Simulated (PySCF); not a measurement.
C₆H₉N₂ (charge −1)

```yaml
atoms:
  - { symbol: C, position_ang: [-1.9637, 0.8523, -0.3080] }
  - { symbol: C, position_ang: [-1.5336, -0.6016, -0.4443] }
  - { symbol: C, position_ang: [-0.3941, -0.9747, 0.5134] }
  - { symbol: C, position_ang: [0.9250, -0.3433, 0.1895] }
  - { symbol: C, position_ang: [2.1157, -0.9603, -0.1995] }
  - { symbol: N, position_ang: [3.0695, -0.0159, -0.4225] }
  - { symbol: C, position_ang: [2.4153, 1.1245, -0.1605] }
  - { symbol: N, position_ang: [1.1299, 1.0058, 0.2132] }
  - { symbol: H, position_ang: [-1.0676, 1.4929, -0.3538] }
  - { symbol: H, position_ang: [-2.4407, 1.0274, 0.6725] }
  - { symbol: H, position_ang: [-2.6844, 1.1488, -1.0897] }
  - { symbol: H, position_ang: [-2.4007, -1.2719, -0.2792] }
  - { symbol: H, position_ang: [-1.1861, -0.7888, -1.4759] }
  - { symbol: H, position_ang: [-0.2656, -2.0717, 0.5089] }
  - { symbol: H, position_ang: [-0.7124, -0.7079, 1.5425] }
  - { symbol: H, position_ang: [2.3152, -2.0314, -0.3210] }
  - { symbol: H, position_ang: [2.9023, 2.1050, -0.2430] }
```

Geometry: PBE0-D3(BJ)/def2-SVP.

All numbers below come from PBE0/pcSseg-1, SCF density, gas phase, non-relativistic in PySCF 2.14.0.

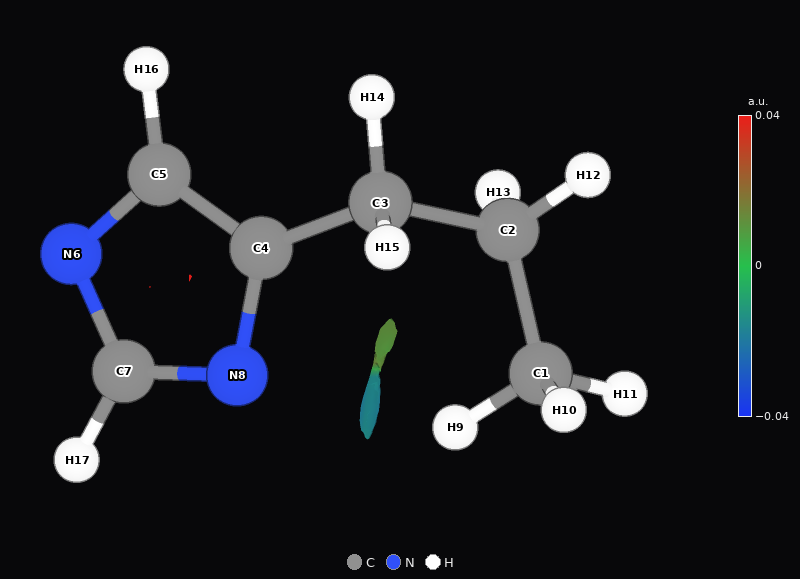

Figure 1. Non-covalent interaction (NCI) plot: the surface where the reduced density gradient is 0.4, for densities under 0.05 a.u., coloured by sign(λ₂)ρ; seen at a tilt.

Which non-covalent interactions does the plot reveal?

Answer.
- Between H9 on one side and N8 on the other: a weakly attractive contact (blue-green)
- Near H9, N8 and C4: mostly steric crowding (olive to red)

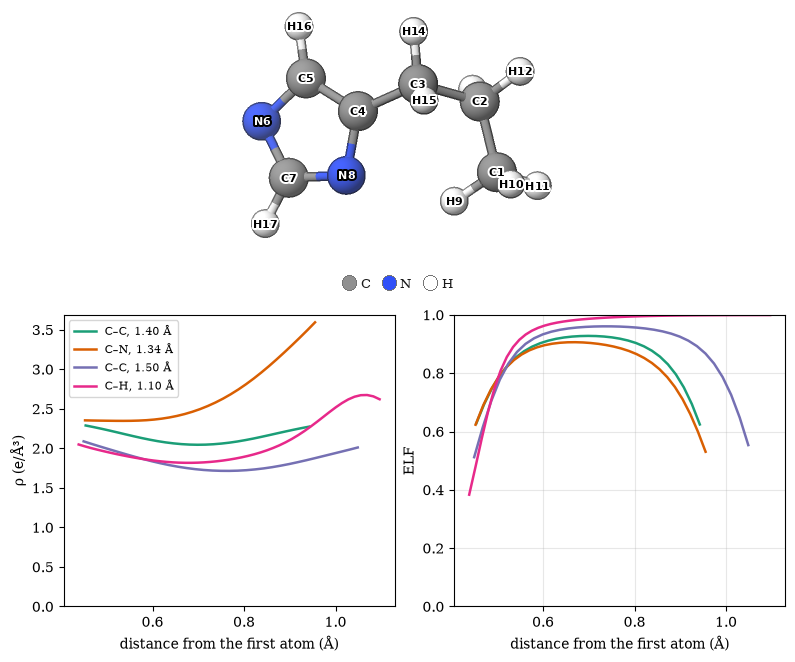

Figure 2. Electron density and electron localisation function along straight lines between neighbouring atoms. The curves leave out the atomic cores. The structure is drawn too.

Compare the contacts.

Answer. C–C (1.40 Å): the density is about 2 e/Å³ at the midpoint; the ELF peaks at about 0.95 between the atoms; a covalent bond.
C–N (1.34 Å): ρ at the midpoint is about 2.4 e/Å³; the ELF peaks at about 0.90 between the atoms: a covalent bond.
C–C (1.50 Å): ρ is about 1.7 e/Å³ halfway; the ELF peaks at about 0.95 between the atoms: a covalent bond.
C–H (1.10 Å): ρ is about 1.9 e/Å³ halfway; the ELF climbs to about 1 towards the hydrogen, as it does in any bond to H; a covalent bond by its length.
